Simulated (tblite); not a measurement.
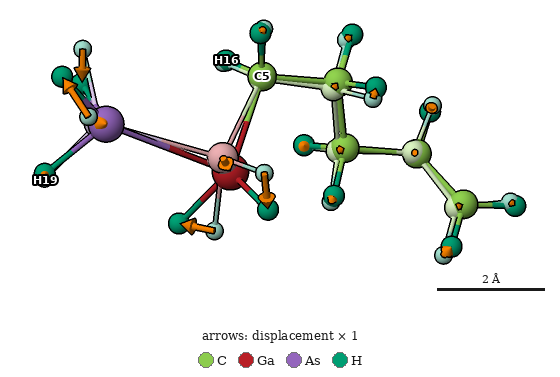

A relaxation of C$_{5}$H$_{14}$AsGa. The starting structure is drawn faded, the final one solid; orange arrows show the displacements, at their true length. The two geometries are superimposed by the best rigid fit.

The picture is a ball-and-stick view, seen at a tilt.

Method: GFN2-xTB geometry optimisation, gas phase (tblite). 

Atoms of which element are displaced furthest, and by how much?

Answer. Hydrogen: up to 0.94 Å, against 0.44 Å for gallium.

Describe the change and its energy.

Answer. The atom that moves furthest after the best rigid fit is an H atom (0.94 Å). Largest moves by element: H 0.94 Å, Ga 0.44 Å, As 0.39 Å, C 0.15 Å. Among the contacts that change: As–Ga 2.479 → 2.805 Å, As–H 1.575 → 1.490 Å, C–Ga 1.970 → 2.033 Å, C–C 1.490 → 1.534 Å. Bond angles that change, for instance: Ga–As–H 111.9° → 155.9°, As–Ga–H 104.9° → 85.1°, H–As–H 109.4° → 90.2°. The energy falls by 29.8 kcal/mol in 193 geometry steps. The run took 2.7 s on 1 thread of Arm Neoverse N1, with other jobs on the host.
